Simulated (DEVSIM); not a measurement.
System: Ni/Si3N4/n-GaSb capacitor, at 300 K.

```tsv
layer (left to right)	material	thickness (nm)	Nd (cm⁻³)
1	Si3N4	19.0	-
2	GaSb	4000	2.3e16
```

Metal gate on the left, work function 5.1 eV. Fixed charge at the semiconductor interface 0 cm⁻² (in units of +e); interface traps 1.6e11 cm⁻² eV⁻¹, uniform in energy, neutral level at 0.7 of the gap above the valence band.

This is a model device: material constants are rounded textbook-type values typed into the input, and sizes, dopings and lifetimes were drawn at random. Values at 300 K.

| parameter | Si3N4 | GaSb |
|---|---|---|
| gap (eV) | 5.1 | 0.726 |
| affinity (eV) | 2.1 | 4.06 |
| permittivity | 7.5 | 15.7 |
| Nc (cm⁻³) | - | 2.1e17 |
| Nv (cm⁻³) | - | 1.8e19 |

DEVSIM, 1D Poisson equation in equilibrium, Boltzmann statistics, complete ionisation; no quantum confinement or tunnelling. Metal contacts follow the ideal Schottky-Mott rule: no Fermi-level pinning, no interface dipoles.

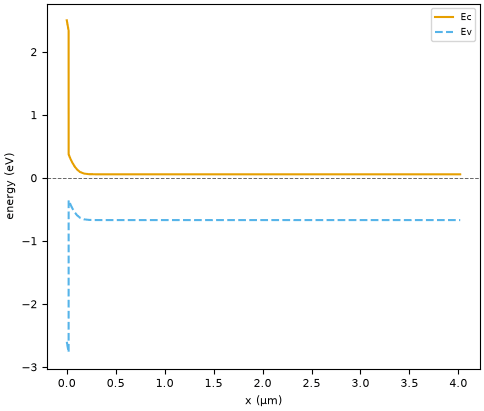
*Band edges at 0.5 V on the gate*

Energies count from the Fermi level of the right contact; mesh points crowd at the junctions.

```tsv
x (μm)	Ec (eV)	Ev (eV)	n (cm⁻³)	p (cm⁻³)	field (V/cm)
0.000	2.500	-2.600	< 1e2	< 1e2	-88000
0.001461	2.487	-2.613	< 1e2	< 1e2	-88000
0.004705	2.459	-2.641	< 1e2	< 1e2	-88000
0.01099	2.403	-2.697	< 1e2	< 1e2	-88000
0.01692	2.351	-2.749	< 1e2	< 1e2	-88000
0.01871	2.335	-2.765	< 1e2	< 1e2	-88000
0.01997	0.369	-0.357	1.3e11	1.8e13	-39000
0.02460	0.351	-0.375	2.6e11	9.1e12	-38000
0.03361	0.318	-0.408	9.4e11	2.6e12	-35000
0.05589	0.246	-0.480	1.5e13	1.6e11	-29000
0.1066	0.131	-0.595	1.3e15	1.8e9	-16000
0.2987	0.057	-0.669	2.3e16	1.1e8	-82
0.6730	0.057	-0.669	2.3e16	1.0e8	≈ 0
1.546	0.057	-0.669	2.3e16	1.0e8	≈ 0
3.191	0.057	-0.669	2.3e16	1.0e8	≈ 0
3.665	0.057	-0.669	2.3e16	1.0e8	≈ 0
3.873	0.057	-0.669	2.3e16	1.0e8	≈ 0
3.957	0.057	-0.669	2.3e16	1.0e8	≈ 0
4.000	0.057	-0.669	2.3e16	1.0e8	≈ 0
4.012	0.057	-0.669	2.3e16	1.0e8	≈ 0
4.016	0.057	-0.669	2.3e16	1.0e8	≈ 0
4.019	0.057	-0.669	2.3e16	1.0e8	≈ 0
```
